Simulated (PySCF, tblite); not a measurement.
Molecule: C₅H₁₀F₂Si, SMILES C/C(CF)=C(/[SiH3])CF.

```xyz
18

C     -1.5190    -1.3266     0.2105
C     -0.7113    -0.0730     0.0150
C     -1.5417     1.1655    -0.1563
F     -2.3503     1.3678     0.9435
C      0.6236    -0.0562    -0.0254
Si     1.6914     1.5063    -0.1923
C      1.3520    -1.3635     0.0947
F      2.6683    -1.2569    -0.2820
H     -1.1203    -1.9262     1.0264
H     -1.5035    -1.9377    -0.6932
H     -2.5522    -1.0779     0.4382
H     -2.2204     1.0567    -1.0122
H     -0.9352     2.0655    -0.2734
H      1.5447     2.0117    -1.5621
H      3.0844     1.2038     0.1046
H      1.2103     2.5036     0.7695
H      0.9141    -2.1350    -0.5498
H      1.3563    -1.7216     1.1327
```

GIAO shifts, PBE0/pcSseg-1 in PySCF 2.14.0, at a GFN2-xTB geometry (a minimum by its frequencies), against CFCl₃ for ¹⁹F computed at the same level (¹⁹F: this reference is a hard case for the method, so all values can be off together by tens of ppm, and differences between signals are safer). Gas phase, fully decoupled, line heights follow the number of nuclei, widths are arbitrary (no quadrupolar broadening); values of one conformer, averaged over nuclei that symmetry or rotation about single bonds exchange, these motions taken as fast; other conformers aren't averaged in.

Predict the ¹⁹F spectrum.

2 signals.


| δ (ppm) | nuclei | atoms |
| --- | --- | --- |
| −240.6 | 1 | F8 |
| −243.7 | 1 | F4 |

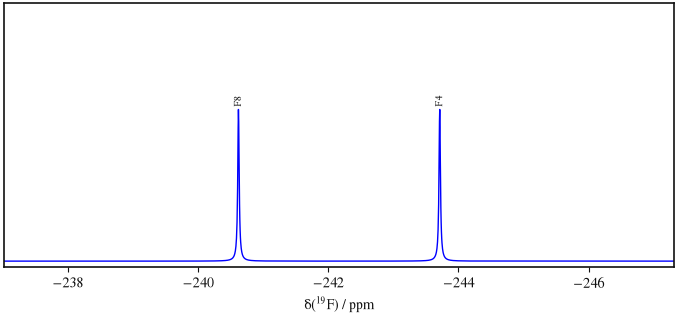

Caveats: the tight-binding geometry is rougher than a DFT one and adds to the error.
